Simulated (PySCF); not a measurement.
Run report: C3H3N, property calculation

The run: property calculation of C3H3N (Z-propargylimine). Method and program: CCSD/STO-3G, RHF (PySCF 2.14.0).

The geometry comes from this level: GFN2-xTB.

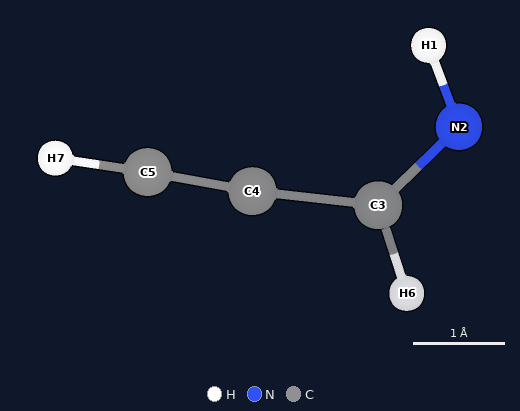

**Figure 1.** The structure (ball-and-stick view, seen at a tilt; atoms are numbered from 1 in the order of the input). Bond lengths as drawn: C–C 1.20 to 1.42 Å, C–H 1.05 to 1.09 Å, C–N 1.26 Å and H–N 1.02 Å.

## Input file (run.py)
```python
import numpy
from pyscf import gto, scf, cc, lo

mol = gto.M(
    atom='''
H    0.044290  -1.954900   0.282230
N    0.557780  -1.395890   0.963270
C    0.516640  -0.152270   0.769110
C   -0.160120   0.524450  -0.282190
C   -0.749600   1.017120  -1.206490
H    1.052150   0.481380   1.472140
H   -1.261140   1.480120  -1.998070
''',
    max_memory=1860,
    verbose=4,
    basis='sto-3g',
)

myscf = scf.RHF(mol)
myscf.conv_tol = 1e-10
myscf.kernel()
if not myscf.converged:
    myscf = myscf.newton().run(myscf.mo_coeff, myscf.mo_occ)

mycc = cc.CCSD(myscf)
mycc.kernel()
energy = mycc.e_tot
print('Final energy', energy)
dip = myscf.dip_moment()
pop, q = myscf.mulliken_pop()
quad = myscf.quad_moment()
occ = myscf.mo_coeff[:, myscf.mo_occ > 0]
iaos = lo.vec_lowdin(lo.iao.iao(mol, occ), myscf.get_ovlp())
c = iaos.T @ myscf.get_ovlp() @ occ
pop_iao, q_iao = scf.hf.mulliken_pop(lo.iao.reference_mol(mol), (c * myscf.mo_occ[myscf.mo_occ > 0]) @ c.T, numpy.eye(c.shape[0]), verbose=0)
print('IAO charges', numpy.round(q_iao, 4))
dm_corr = mycc.make_rdm1(ao_repr=True)
dip_corr = myscf.dip_moment(mol, dm_corr)
```

Hardware: 1 thread of Arm Neoverse V1, 24 GiB of memory available, shared host.

Launched with:
```bash
OMP_NUM_THREADS=1 python run.py
```

## The program's output
```
PySCF version 2.14.0

[INPUT] num. atoms = 7
[INPUT] num. electrons = 28
[INPUT] charge = 0
[INPUT] spin (= nelec alpha-beta = 2S) = 0
[INPUT] symmetry False subgroup None
[INPUT] Mole.unit = angstrom
[INPUT] Symbol           X                Y                Z      unit          X                Y                Z       unit  Magmom
[INPUT]  1 H      0.044290000000  -1.954900000000   0.282230000000 AA    0.083695970057  -3.694225600912   0.533337404136 Bohr   0.0
[INPUT]  2 N      0.557780000000  -1.395890000000   0.963270000000 AA    1.054051437760  -2.637849800019   1.820316484010 Bohr   0.0
[INPUT]  3 C      0.516640000000  -0.152270000000   0.769110000000 AA    0.976308104995  -0.287748596988   1.453407259664 Bohr   0.0
[INPUT]  4 C     -0.160120000000   0.524450000000  -0.282190000000 AA   -0.302582947065   0.991066866028  -0.533261815091 Bohr   0.0
[INPUT]  5 C     -0.749600000000   1.017120000000  -1.206490000000 AA   -1.416538702974   1.922078235818  -2.279935672027 Bohr   0.0
[INPUT]  6 H      1.052150000000   0.481380000000   1.472140000000 AA    1.988275341961   0.909676361843   2.781941417017 Bohr   0.0
[INPUT]  7 H     -1.261140000000   1.480120000000  -1.998070000000 AA   -2.383209204734   2.797021431491  -3.775805077710 Bohr   0.0

nuclear repulsion = 91.0099319038659
number of shells = 15
number of NR pGTOs = 69
number of NR cGTOs = 23
basis = sto-3g
ecp = {}

******** <class 'pyscf.scf.hf.RHF'> ********
method = RHF
initial guess = minao
damping factor = 0
level_shift factor = 0
DIIS = <class 'pyscf.scf.diis.CDIIS'>
diis_start_cycle = 1
diis_space = 8
diis_damp = 0
SCF conv_tol = 1e-10
SCF conv_tol_grad = None
SCF max_cycles = 50
direct_scf = True
direct_scf_tol = 1e-13
Set gradient conv threshold to 1e-05
Initial guess from minao.
init E= -168.48984490449
  HOMO = -0.228168442512654  LUMO = 0.0892449429221005  gap/eV = 8.63726
cycle= 1 E= -167.472813587302  delta_E= 1.02  |g|= 0.44  |ddm|= 3.77
  HOMO = -0.259811497395222  LUMO = 0.231880299572139  gap/eV = 13.37962
cycle= 2 E= -167.530078757867  delta_E= -0.0573  |g|= 0.252  |ddm|= 0.829
  HOMO = -0.320723423403603  LUMO = 0.22922405136086  gap/eV = 14.96483
cycle= 3 E= -167.546898200915  delta_E= -0.0168  |g|= 0.0457  |ddm|= 0.312
  HOMO = -0.3270424310155  LUMO = 0.232419012283221  gap/eV = 15.22372
cycle= 4 E= -167.548019437998  delta_E= -0.00112  |g|= 0.0275  |ddm|= 0.118
  HOMO = -0.32638096171078  LUMO = 0.234201254513983  gap/eV = 15.25422
cycle= 5 E= -167.548267954289  delta_E= -0.000249  |g|= 0.00855  |ddm|= 0.035
  HOMO = -0.32517087693184  LUMO = 0.234173217132122  gap/eV = 15.22053
cycle= 6 E= -167.548323672451  delta_E= -5.57e-05  |g|= 0.00208  |ddm|= 0.0266
  HOMO = -0.32552003933789  LUMO = 0.234374390723346  gap/eV = 15.23550
cycle= 7 E= -167.548328615056  delta_E= -4.94e-06  |g|= 0.000769  |ddm|= 0.00723
  HOMO = -0.325477943414111  LUMO = 0.23420121989505  gap/eV = 15.22965
cycle= 8 E= -167.548329687243  delta_E= -1.07e-06  |g|= 0.000279  |ddm|= 0.0033
  HOMO = -0.325485974780207  LUMO = 0.234231072272048  gap/eV = 15.23068
cycle= 9 E= -167.548329840406  delta_E= -1.53e-07  |g|= 6.17e-05  |ddm|= 0.00147
  HOMO = -0.325500686831462  LUMO = 0.234224849298075  gap/eV = 15.23091
cycle= 10 E= -167.548329845768  delta_E= -5.36e-09  |g|= 9.75e-06  |ddm|= 0.00029
  HOMO = -0.325504133415842  LUMO = 0.234224729967546  gap/eV = 15.23100
cycle= 11 E= -167.548329845836  delta_E= -6.85e-11  |g|= 1.45e-06  |ddm|= 2.83e-05
  HOMO = -0.325503978868824  LUMO = 0.234224814230875  gap/eV = 15.23100
Extra cycle  E= -167.548329845838  delta_E= -1.48e-12  |g|= 6.11e-07  |ddm|= 2.57e-06
converged SCF energy = -167.548329845838

******** <class 'pyscf.cc.ccsd.CCSD'> ********
CC2 = 0
CCSD nocc = 14, nmo = 23
max_cycle = 50
direct = 0
conv_tol = 1e-07
conv_tol_normt = 1e-05
diis_space = 6
diis_start_cycle = 0
diis_start_energy_diff = 1e+09
Init t2, MP2 energy = -167.809991266108  E_corr(MP2) -0.261661420270546
Init E_corr(CCSD) = -0.261661420270721
cycle = 1  E_corr(CCSD) = -0.280142951137061  dE = -0.0184815309  norm(t1,t2) = 0.056248
cycle = 2  E_corr(CCSD) = -0.291943390688641  dE = -0.0118004396  norm(t1,t2) = 0.0282161
cycle = 3  E_corr(CCSD) = -0.300201979380409  dE = -0.00825858869  norm(t1,t2) = 0.0149085
cycle = 4  E_corr(CCSD) = -0.30180126535223  dE = -0.00159928597  norm(t1,t2) = 0.00485845
cycle = 5  E_corr(CCSD) = -0.30185095293253  dE = -4.96875803e-05  norm(t1,t2) = 0.00188904
cycle = 6  E_corr(CCSD) = -0.301760578965263  dE = 9.03739673e-05  norm(t1,t2) = 0.000648192
cycle = 7  E_corr(CCSD) = -0.301771366626371  dE = -1.07876611e-05  norm(t1,t2) = 0.00032677
cycle = 8  E_corr(CCSD) = -0.30178984703946  dE = -1.84804131e-05  norm(t1,t2) = 9.26418e-05
cycle = 9  E_corr(CCSD) = -0.301785856068678  dE = 3.99097078e-06  norm(t1,t2) = 3.53545e-05
cycle = 10  E_corr(CCSD) = -0.301785985620192  dE = -1.29551514e-07  norm(t1,t2) = 1.6622e-05
cycle = 11  E_corr(CCSD) = -0.301784945985289  dE = 1.0396349e-06  norm(t1,t2) = 5.09831e-06
cycle = 12  E_corr(CCSD) = -0.301784641425191  dE = 3.04560098e-07  norm(t1,t2) = 1.70669e-06
cycle = 13  E_corr(CCSD) = -0.301784514147273  dE = 1.27277918e-07  norm(t1,t2) = 7.69132e-07
cycle = 14  E_corr(CCSD) = -0.30178447058716  dE = 4.35601136e-08  norm(t1,t2) = 3.07124e-07
CCSD converged
E(CCSD) = -167.8501143164247  E_corr = -0.3017844705871596
Final energy -167.85011431642468
Dipole moment(X, Y, Z, Debye): -0.92255,  0.82678, -1.42373
 ** Mulliken pop  **
pop of  0 H 1s            0.82772
pop of  1 N 1s            1.99623
pop of  1 N 2s            1.65207
pop of  1 N 2px           1.16631
pop of  1 N 2py           1.12307
pop of  1 N 2pz           1.34376
pop of  2 C 1s            1.99295
pop of  2 C 2s            1.08937
pop of  2 C 2px           0.97799
pop of  2 C 2py           0.91210
pop of  2 C 2pz           0.96874
pop of  3 C 1s            1.99415
pop of  3 C 2s            1.07307
pop of  3 C 2px           1.00327
pop of  3 C 2py           0.99240
pop of  3 C 2pz           0.98985
pop of  4 C 1s            1.99425
pop of  4 C 2s            1.10330
pop of  4 C 2px           0.98583
pop of  4 C 2py           1.01918
pop of  4 C 2pz           0.99799
pop of  5 H 1s            0.91087
pop of  6 H 1s            0.88551
 ** Mulliken atomic charges  **
charge of    0H =      0.17228
charge of    1N =     -0.28146
charge of    2C =      0.05884
charge of    3C =     -0.05274
charge of    4C =     -0.10055
charge of    5H =      0.08913
charge of    6H =      0.11449
Traceless quadrupole moment (Debye*A):

IAO charges [ 0.194  -0.275  -0.0211 -0.0679 -0.1253  0.1387  0.1567]
cycle = 1  norm(lambda1,lambda2) = 0.0165277
cycle = 2  norm(lambda1,lambda2) = 0.00312213
cycle = 3  norm(lambda1,lambda2) = 0.00138548
cycle = 4  norm(lambda1,lambda2) = 0.00057762
cycle = 5  norm(lambda1,lambda2) = 0.000200066
cycle = 6  norm(lambda1,lambda2) = 7.5247e-05
cycle = 7  norm(lambda1,lambda2) = 3.17084e-05
cycle = 8  norm(lambda1,lambda2) = 1.30159e-05
cycle = 9  norm(lambda1,lambda2) = 5.17568e-06
```

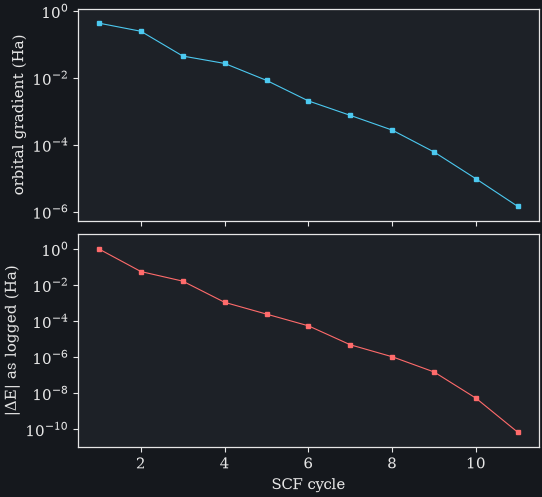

**Figure 2.** Convergence of the self-consistent field: orbital gradient and size of the energy change against the SCF cycle. The residual falls at every step.

```
Dipole moment(X, Y, Z, Debye): -0.83704,  0.62155, -1.27700
```

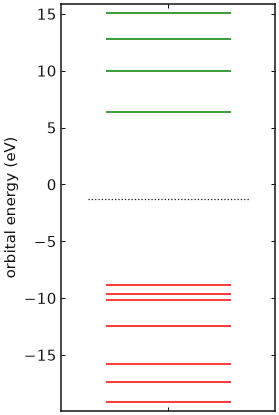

**Figure 3.** Orbital energies near the frontier (SCF reference); the dotted line parts filled from empty levels, and levels within 0.02 eV of each other stand side by side. Highest filled −8.86 eV, lowest empty 6.37 eV, 15.23 eV apart.

## Key numbers

```csv
quantity,value
outcome,converged
total energy,−167.850114 hartree
SCF energy,−167.548330 hartree
correlation energy,−0.301784 hartree
basis functions,23
T1 diagnostic,0.005
HOMO of the SCF reference,−8.86 eV
LUMO of the SCF reference,6.37 eV
wall time,1.1 s
peak memory,0.15 GiB
```
